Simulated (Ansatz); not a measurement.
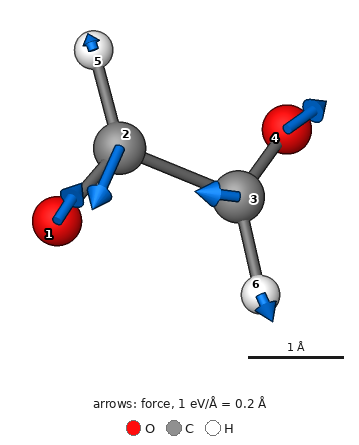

Starting geometry of C2H2O2 (coarse preliminary run) with the computed forces as blue arrows. The picture is a ball-and-stick view, seen at a tilt.

The start comes from a force field.

All numbers below come from RKS PBE-D4/def2-SVP in Ansatz 0.2.0. Set-up: force threshold 0.03 eV/Å; at most 200 steps.

Question: What follows when this structure is relaxed?

Answer: It isn't relaxed: the largest force vector, on C2, is 4.48 eV/Å. The final displacements follow the starting forces only in part (cosine between the two patterns 0.53). After 4 geometry steps the energy has fallen by 5.68 kcal/mol. The largest force component goes from 3.1 to 0.024 eV/Å. The atom that moves furthest after the best rigid fit is O4 (0.079 Å). Largest moves by element: O 0.079 Å, H 0.048 Å, C 0.045 Å. Some distances before and after: C3–H6 1.081 → 1.130 Å, O1–C2 1.261 → 1.213 Å, C2–H5 1.094 → 1.130 Å, C3–O4 1.182 → 1.213 Å. Among the angles between lasting bonds that change: C2–C3–O4 117.1° → 122.0°, O4–C3–H6 128.4° → 124.1°, O1–C2–C3 119.5° → 122.0°.
